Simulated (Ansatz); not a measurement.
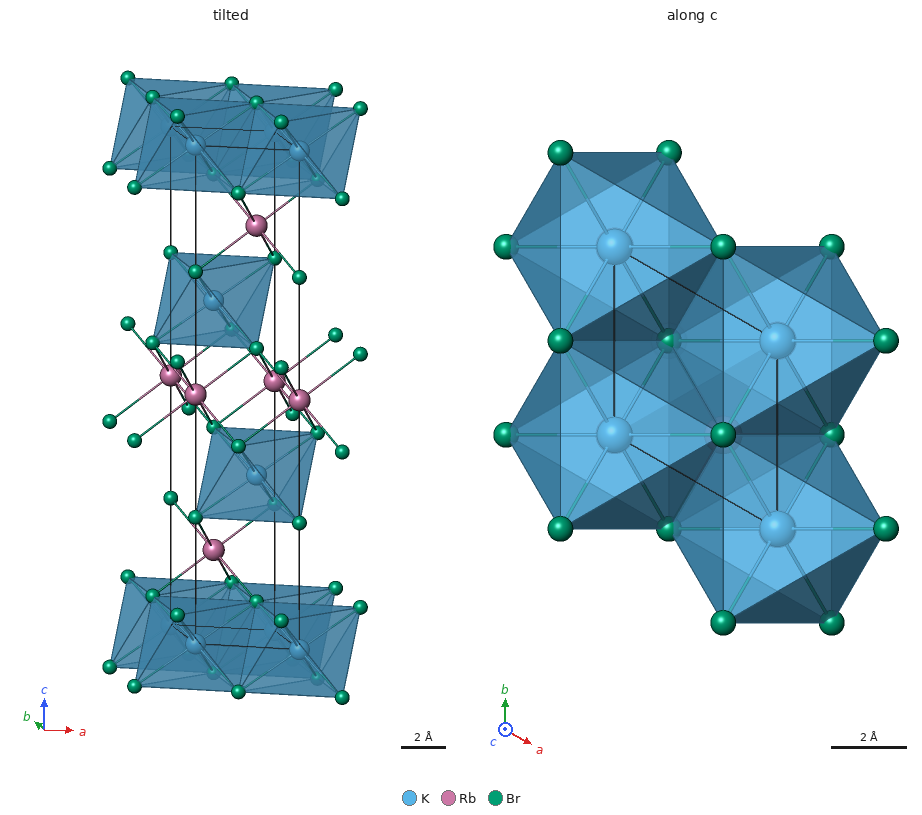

Structure drawing (polyhedral), viewed slightly off an axis and along the c axis. The lines enclose the conventional unit cell; boundary atoms appear with their images. Some atoms of the next cells are drawn as well.

KRbBr₂, α-NaFeO₂ type, space group R-3m (No. 166), a = 5.019 Å, b = 5.019 Å, c = 23.465 Å, α = 90.00°, β = 90.00°, γ = 120.00°. The cell started as a structure type filled with these elements by a generator (whether the compound takes this form wasn't checked). The cell was then strained or its atoms displaced on purpose. It went into a calculation with Ansatz.

This one geometry was computed with Ansatz (DFT, plane waves, PAW) at three levels of theory: HSE06, r2SCAN and PBE. It was relaxed with r2SCAN and then strained.

How does the band gap change with the level of theory?

Answer. PBE: a gap of 4.04 eV, direct; r2SCAN: a gap of 4.65 eV, direct; HSE06: a gap of 5.18 eV, direct.

Collect the results in a table.

Answer.
| level | cutoff (eV) | k-mesh of the run's cell | gap (eV) | pressure (GPa) |
| --- | --- | --- | --- | --- |
| HSE06 | 420 | 4×4×4 | 5.18 | -0.8 |
| r2SCAN | 500 | 6×6×6 | 4.65 | -1.1 |
| PBE | 420 | 6×6×6 | 4.04 | -0.6 |

Gaps are taken on the k-mesh or band path of each run.
